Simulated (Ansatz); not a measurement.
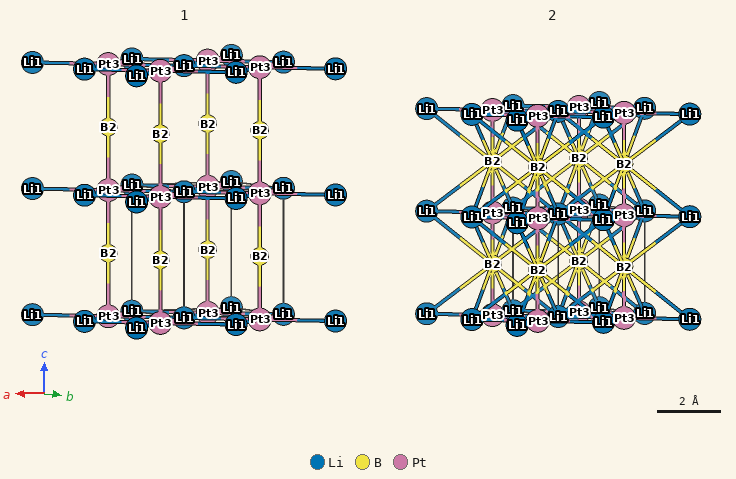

Two geometries of solid LiBPt (a generated structure, set up in P4/mmm) (coarse preliminary run), drawn at one scale. One is the start of a relaxation, the other its converged end. Style: ball-and-stick. Shown: the cell of the calculation, repeated 2 × 2 × 2 with one cell outlined, from a free direction.

All numbers below come from Ansatz 0.2.0, DFT PBE, scalar-relativistic, plane waves, PAW. Set-up: plane-wave cutoff 420 eV; k-point mesh 6 × 6 × 6; occupations gaussian; smearing width 0.1 eV; no spin polarisation; cell and atoms relaxed; force threshold 0.04 eV/Å; at most 70 steps.

Which one is relaxed?

Structure 1 is the relaxed one. Over 8 accepted moves (10 points after the start) the energy falls by 5.653 eV per cell of the calculation. All forces vanish by symmetry, so only the cell relaxes. Pressure: 118.39 GPa at the start and −0.07 GPa at the end. The SCF was repeated twice at an unchanged geometry on a basis and grid sized afresh for the cell, which shifted the energy by 0.121 eV per cell of the calculation at most. No atom moves by more than 0.005 Å relative to the cell. The volume changes by +63.1 %, with a = b 3.096 → 3.566 Å (+15.2 %), c 3.265 → 4.015 Å (+22.9 %). Near-neighbour distances that change, for instance: Li1–B2 2.731 → 3.223 Å, B2–Pt3 1.633 → 2.007 Å, Li1–Pt3 2.189 → 2.521 Å. The space group stays P4/mmm (No. 123).
